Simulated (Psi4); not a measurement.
# SiH2 (SMILES [SiH2]): TPSS/cc-pVTZ (sweep point 8)

What is the vertical ionisation energy of SiH2 at TPSS/cc-pVTZ (sweep point 8)? 

The calculation is run with Psi4 1.11.

4 further runs of the same task are left out: 4 set aside as unsound or not needed.

## 1. The system as given

SiH2: 3 atoms, total charge 0, spin state singlet. SMILES: `[SiH2]`. The coordinates come from a PBE0-D4/def2-TZVP relaxation.

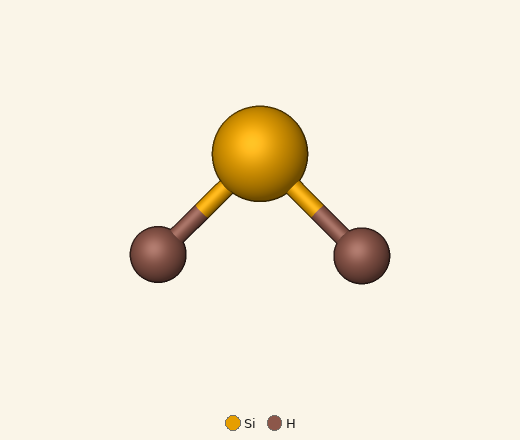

The structure, seen from a chosen angle (silicon amber, hydrogen brown).

## 2. A single-point energy at TPSS/cc-pVTZ (sweep point 8)

File job.py:

```python
import psi4

psi4.set_memory('1600 MB')
psi4.set_num_threads(1)
psi4.core.set_output_file('run.log', False)

geom = psi4.geometry("""
0 1
Si    -0.491200     0.468600    -0.213600
H      0.840300     0.578600     0.522500
H     -0.349100    -1.047200    -0.308900
symmetry c1
""")

options = {'puream': True, 'scf_type': 'pk', 'dft_radial_points': 250, 'dft_spherical_points': 1202}
psi4.set_options(options)

result = psi4.energy('tpss/cc-pVTZ', molecule=geom)
print(f'total energy {result:.8f} hartree = {result * 27.211386:.5f} eV')
```

Launch:

```console
$ python job.py
```

run.log:

```text
[...]
  Running in c1 symmetry.
[...]
  Nuclear repulsion =    9.956246036569164
[...]
  Multiplicity = 1
[...]
  Nalpha       = 8
  Nbeta        = 8
[...]
    Number of basis functions: 62
[...]
   @RKS iter   1:  -290.60803193100901   -3.10189e-01   4.25130e-03 DIIS/ADIIS
[...]
   @RKS iter   6:  -290.64289361237371   -4.12389e-07   5.87720e-07 DIIS
[...]
    Orbital Energies [Eh]
    ---------------------
    Doubly Occupied:
       1A    -65.718881     2A     -5.135246     3A     -3.518208
       4A     -3.507235     5A     -3.503947     6A     -0.469076
       7A     -0.299845     8A     -0.219315
[...]
  @RKS Final Energy:  -290.64289361237371
   => Energetics <=
    Nuclear Repulsion Energy =              9.9562460365691638
    One-Electron Energy =                -421.7418090540678577
    Two-Electron Energy =                 142.7332100986805301
    DFT Exchange-Correlation Energy =     -21.5905406935555000
    Empirical Dispersion Energy =           0.0000000000000000
    VV10 Nonlocal Energy =                  0.0000000000000000
    Total Energy =                       -290.6428936123737117
[...]
 Multipole Moments:
 ------------------------------------------------------------------------------------
     Multipole            Electronic (a.u.)      Nuclear  (a.u.)        Total (a.u.)
 ------------------------------------------------------------------------------------
 L = 1.  Multiply by 2.5417464519 to convert [e a0] to [Debye]
 Dipole X            :         -1.3360521            1.3986185            0.0625663
 Dipole Y            :          1.1792288           -1.2344223           -0.0551935
 Dipole Z            :          0.0000000            0.0000000            0.0000000
 Magnitude           :                                                    0.0834318
[...]
```

On the terminal:

```text
total energy -290.64289361 hartree = -7908.79597 eV
```

Run time: 39 s. Hardware: 1 thread of Intel Xeon Platinum 8375C at 2.90GHz (Ice Lake), shared host; peak memory 1.5 GiB.

## 3. The doublet cation, same level

File calc.py:

```python
import psi4

psi4.set_memory('1600 MB')
psi4.set_num_threads(1)
psi4.core.set_output_file('output.dat', False)

molecule = psi4.geometry("""
1 2
Si    -0.491200     0.468600    -0.213600
H      0.840300     0.578600     0.522500
H     -0.349100    -1.047200    -0.308900
symmetry c1
""")

psi4.set_options({
    'reference': 'uks',
    'puream': True,
    'scf_type': 'pk',
    'dft_radial_points': 250,
    'dft_spherical_points': 1202,
    'maxiter': 150,
})

e_tot, wfn = psi4.energy("tpss/cc-pVTZ", return_wfn=True)
print('E =', round(e_tot, 9))
```

Launch:

```console
$ python calc.py
```

output.dat:

```text
[...]
  Running in c1 symmetry.
[...]
  Nuclear repulsion =    9.956246036569164
[...]
  Multiplicity = 2
[...]
  Nalpha       = 8
  Nbeta        = 7
[...]
    Number of basis functions: 62
[...]
   @UKS iter   1:  -290.27415895230104    2.36844e-02   3.33080e-03 DIIS/ADIIS
[...]
   @UKS iter   8:  -290.29941261670916   -1.19462e-08   1.04189e-07 DIIS
[...]
   @S^2 Observed:                7.536057387E-01
[...]
    Orbital Energies [Eh]
    ---------------------
    Alpha Occupied:
       1A    -66.070905     2A     -5.482185     3A     -3.864942
       4A     -3.856529     5A     -3.850917     6A     -0.773257
       7A     -0.585982     8A     -0.547972
    Alpha Virtual:
       9A     -0.425666    10A     -0.270338    11A     -0.196852
      12A     -0.100866    13A     -0.093468    14A     -0.086110
      15A     -0.080285    16A     -0.030594    17A     -0.024950
      18A      0.001388    19A      0.069040    20A      0.123330
      21A      0.159125    22A      0.221299    23A      0.440188
      24A      0.486891    25A      0.503138    26A      0.527607
[...]
  @UKS Final Energy:  -290.29941261670916
   => Energetics <=
    Nuclear Repulsion Energy =              9.9562460365691638
    One-Electron Energy =                -416.5228632088304721
    Two-Electron Energy =                 137.5974268591178031
    DFT Exchange-Correlation Energy =     -21.3302223035656588
    Empirical Dispersion Energy =           0.0000000000000000
    VV10 Nonlocal Energy =                  0.0000000000000000
    Total Energy =                       -290.2994126167091622
[...]
 Multipole Moments:
 ------------------------------------------------------------------------------------
     Multipole            Electronic (a.u.)      Nuclear  (a.u.)        Total (a.u.)
 ------------------------------------------------------------------------------------
 L = 1.  Multiply by 2.5417464519 to convert [e a0] to [Debye]
 Dipole X            :         -1.4537139            1.3986185           -0.0550955
 Dipole Y            :          1.2830531           -1.2344223            0.0486308
 Dipole Z            :         -0.0000000            0.0000000           -0.0000000
 Magnitude           :                                                    0.0734878
[...]
```

Standard output:

```text
E = -290.299412617
```

It took 87 s on 1 thread of Intel Xeon Platinum 8375C at 2.90GHz (Ice Lake), shared host; peak memory 1.5 GiB.

## 4. Summary of results

Level: TPSS/cc-pVTZ (sweep point 8).

| quantity | value |
| --- | --- |
| singlet SiH2: total energy | -290.64289 Eh |
| singlet SiH2: dipole moment | 0.21 D |
| singlet SiH2: HOMO energy | -5.97 eV |
| singlet SiH2: LUMO energy | -3.88 eV |
| singlet SiH2: HOMO–LUMO gap | 2.08 eV |
| doublet cation: total energy | -290.29941 Eh |
| doublet cation: HOMO energy (highest over α and β) | -14.91 eV |
| doublet cation: LUMO energy (lowest over α and β) | -12.70 eV |
| doublet cation: ⟨S²⟩ | 0.754 |
| vertical ionisation energy (to the doublet cation) | 9.347 eV |

Removing an electron at fixed nuclei costs 9.35 eV (902 kJ/mol). The negative HOMO energy of the first species, 5.97 eV, lies 3.38 eV below that difference.
